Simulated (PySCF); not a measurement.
**C6H9N (SMILES C=CC1=CN(C)C1): density, localisation and related maps**

```xyz
16

C     2.9111    0.2997   -0.5040
C     2.0091   -0.6210   -0.1641
C     0.5985   -0.4263   -0.2407
C    -0.5138   -1.1597   -0.0223
N    -1.4265   -0.2158   -0.5372
C    -2.5279    0.2032    0.3009
C    -0.2790    0.7197   -0.6894
H     2.6146    1.2640   -0.8815
H     3.9680    0.1182   -0.4196
H     2.3254   -1.5859    0.2134
H    -0.7536   -2.1450    0.3329
H    -2.1955    0.5901    1.2730
H    -3.0939    0.9802   -0.2141
H    -3.1820   -0.6518    0.4715
H    -0.1570    1.0698   -1.7142
H    -0.3197    1.5664   -0.0047
```

Geometry: GFN2-xTB, coordinate held.

Method: PySCF 2.14.0, PBE0/pcSseg-1, SCF density, gas phase, non-relativistic.

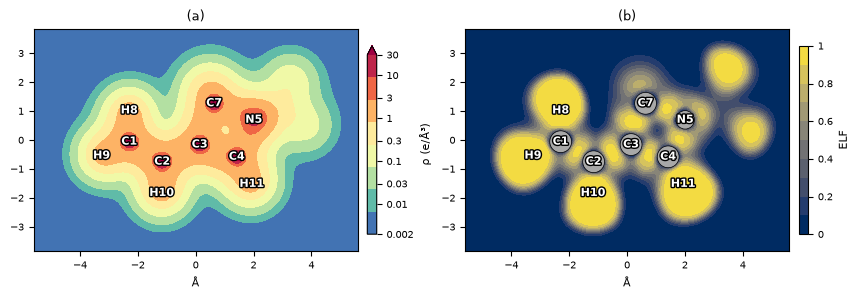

Figure 1. (a) electron density; (b) ELF on the plane of atoms C3, C4 and H11. Grey discs cover the atomic cores in the ELF map.

Read the bonding off the picture.

Answer. Atoms in the plane: C, N and H.
C–C (1.33 Å): the density is about 2.3 e/Å³ at the midpoint; the ELF peaks at about 0.95 between the atoms (a short, multiple covalent bond).
C–N (1.41 Å): ρ is about 2.1 e/Å³ halfway; the ELF peaks at about 0.90 between the atoms, as expected for localised, covalent bonding.
C–H (1.07 Å): ρ is about 2.1 e/Å³ halfway; the ELF climbs to about 1 towards the hydrogen, as it does in any bond to H; an ordinary covalent bond to hydrogen.
C–C (1.43 Å): the density is about 1.9 e/Å³ at the midpoint; the ELF peaks at about 0.95 between the atoms (a covalent bond).
C–N (1.49 Å): the density is about 1.8 e/Å³ at the midpoint; the ELF peaks at about 0.90 between the atoms (a shared electron pair).

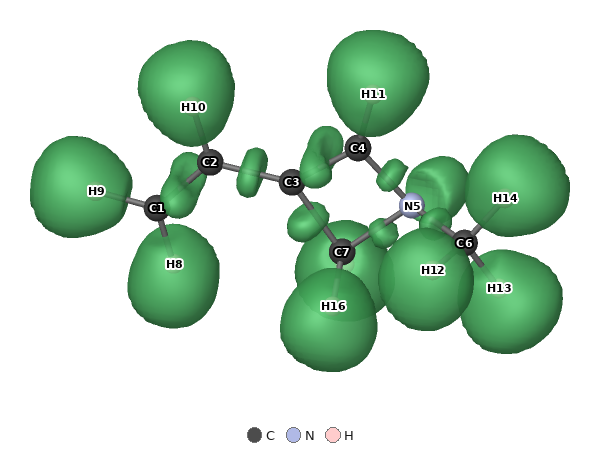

Figure 2. Isosurface of the ELF at 0.85 (green), seen at a tilt. Core shells and regions of very low density are left out.

Where are the electrons localised?

Answer. The ELF exceeds this value in four regions between bonded C–C atoms (shared pairs), three regions between bonded C–N atoms (shared pairs), nine regions around hydrogen nuclei and one lobe on N, pointing away from the bonds (lone pairs).

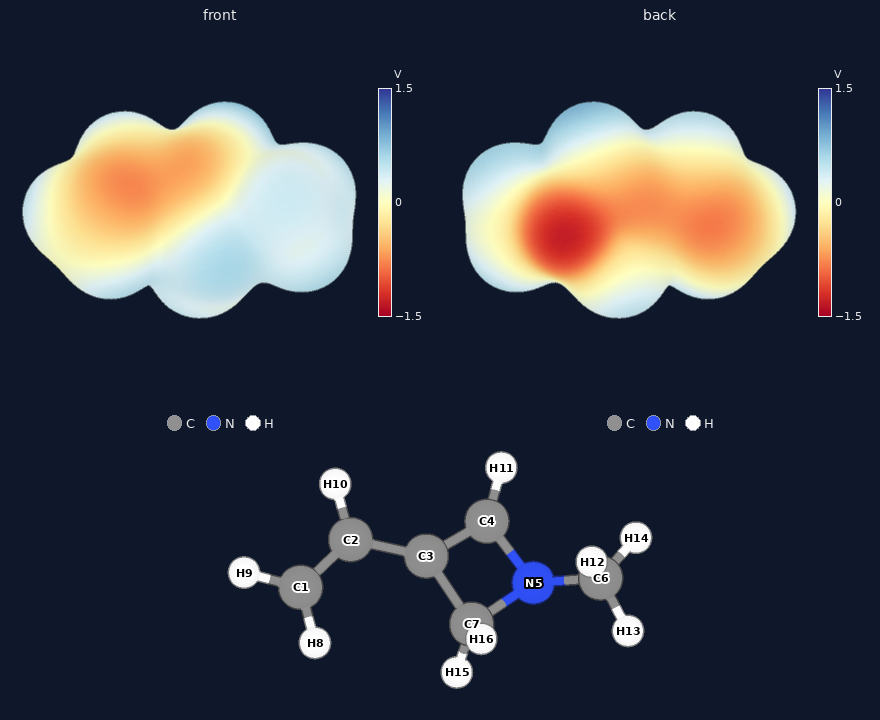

Figure 3. The electrostatic potential painted on the density surface at 0.001 e/bohr³, seen from the front and from behind; red is negative and blue positive. The bare structure is drawn below in the same view.

Where is the surface potential most negative and most positive?

Answer. The most negative region (about −1.3 V) lies over N5, the most positive (about +0.8 V) over H11. N5 is the likeliest acceptor of a hydrogen bond.

What dipole moment does the calculation give?

Answer. Its dipole moment is 1.24 D.
